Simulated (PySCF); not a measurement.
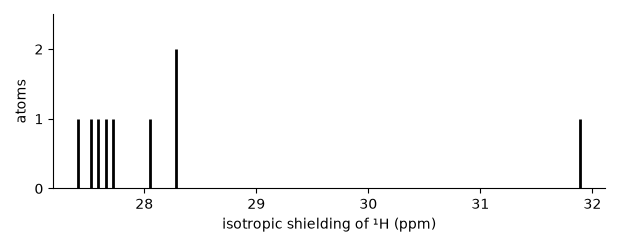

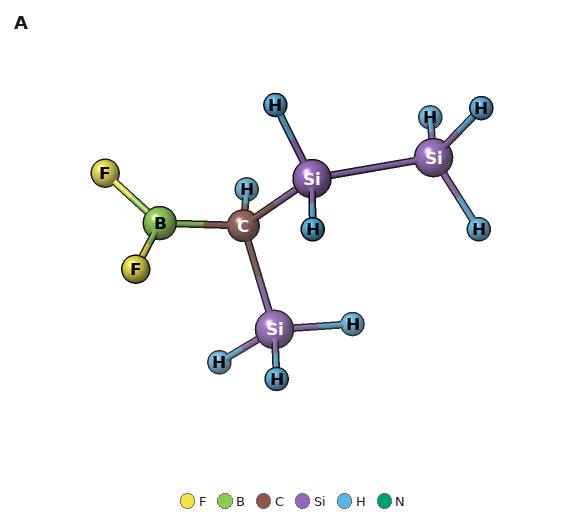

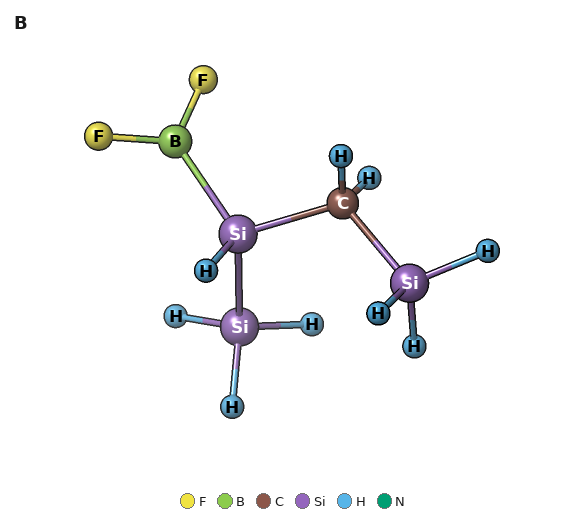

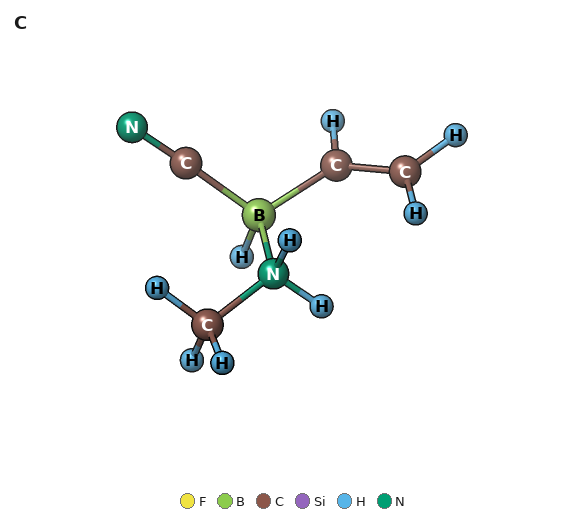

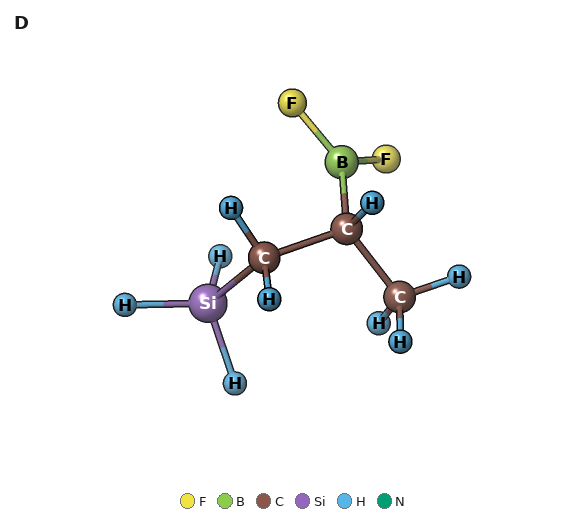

The sticks are computed shieldings of one of the molecules, for one fixed geometry (GFN2-xTB) without averaging over rotations. Low shielding means a high chemical shift. Method: GIAO PBE0/pcSseg-1 NMR shielding, non-relativistic, gas phase (PySCF 2.14.0).

### Which molecule gives this pattern?

A, `FB(F)[C@H]([SiH3])[SiH2][SiH3]`. Its 9 H atoms give lines at 27.41, 27.52, 27.59, 27.66, 27.72, 28.05, 28.29 (2 atoms), 31.89 ppm.

The geometry is semi-empirical. Around B, Si such bond lengths and angles can be off by a tenth of an ångström or more and by several degrees, and values that hang on the shape move with them.
